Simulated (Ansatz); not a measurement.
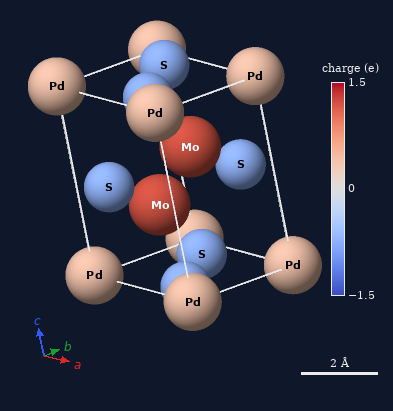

Crystal structure, spheres-only style, seen slightly off an axis. The parallelepiped is the simulation cell. The atoms of this Mo2PdS4 cell are coloured by their Bader charge.

All computed values are from DFT, PAW plane waves, PBE (Ansatz). Settings: a kinetic-energy cutoff of 420 eV, 9×5×5 k-mesh, Fermi-Dirac smearing of 0.1 eV, no spin polarisation.

Give the charges by element.

Most positive: Mo; most negative: S. Charges: about Mo +1.2 e; Pd +0.4 e; S -0.7 e.

The model is a generated cell, made by putting these elements into a known structure type (the compound may or may not exist in this form); its atoms and cell weren't optimised. It was the input of a calculation with Ansatz.

At this level of theory the cell isn't at rest (forces up to 0.8 eV/Å), so its distances can differ from those at equilibrium, the more so the softer the solid.
